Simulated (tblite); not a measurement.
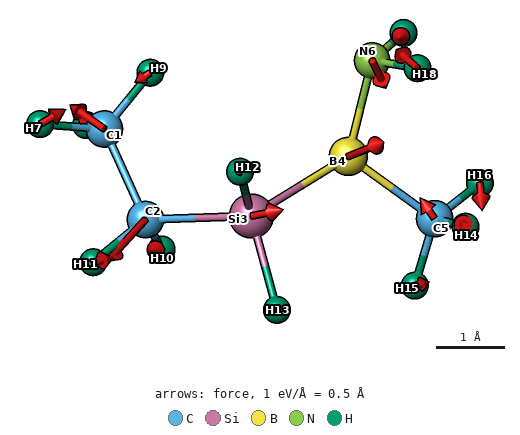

Starting geometry of C$_{3}$H$_{12}$BNSi with the computed forces as red arrows. Style: ball-and-stick. Shown face on.

Method: GFN2-xTB geometry optimisation, gas phase in tblite. 

Question: What follows when this structure is relaxed?

Answer: It isn't relaxed: the largest force vector, on a C atom, is 2.14 eV/Å. The final displacements follow the starting forces only in part (cosine between the two patterns 0.35). The largest move after the best rigid fit is that of an H atom, 1.57 Å. Largest moves by element: H 1.57 Å, B 0.42 Å, C 0.33 Å, Si 0.28 Å, N 0.18 Å. Near-neighbour distances that change, for instance: B–N 1.525 → 1.384 Å, C–Si 1.839 → 1.919 Å, H–N 1.053 → 1.009 Å, C–H 1.125 → 1.090 Å. Among the angles between lasting bonds that change: B–N–H 104.1° → 124.1°, B–N–H 104.8° → 123.7°, Si–B–C 114.4° → 122.2°. Groups turn about C–C by about 45°. The energy falls by 1.922 eV in 146 geometry steps.
